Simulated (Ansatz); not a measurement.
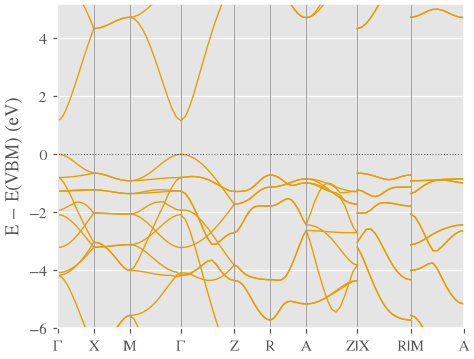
*Band structure from plane-wave PAW LDA (Ansatz code)*

Q: Read off the gap and where the band edges lie.

A: About 1.2 eV (1.16 eV by a search for the band edges); maximum at Γ, minimum at Γ.

The material is SnO$_{2}$ (rutile, P4_2/mnm).

The cell was relaxed with LDA under the symmetry of its start; phonons on a q-mesh show no instability. Spin–orbit coupling is left out wherever it is not named.

Potentials: the later of the program's two PAW sets.
